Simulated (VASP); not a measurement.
Energy against volume of GaSb (zinc blende). Level of theory: HSE06 screened hybrid, VASP's PBE PAW potentials (set 64) (plane waves; VASP 6.6.1).

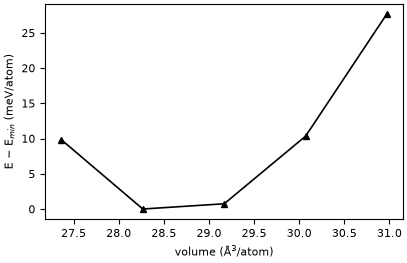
Fig. 1. Energy against volume

Estimate the equilibrium volume and the bulk modulus.

The minimum lies near 28.6 Å³/atom, and the curvature gives B0 of about 55 GPa.

Measured: bulk modulus 57.0 GPa (computed value off by -3.1 %), as given by Cormac Toher et al., Physical Review Materials (2017), arXiv:1611.05714; a 6.096 Å at 300 K (computed value off by +0.4 %), as given by I. Vurgaftman et al., Journal of Applied Physics (2001), doi:10.1063/1.1368156. The calculation is for a static lattice, while the measured bulk modulus, a hold thermal and zero-point effects, which are part of the difference.

The compound is GaSb in the zinc blende structure. It was relaxed first. The cell's shape comes from a PBE relaxation.
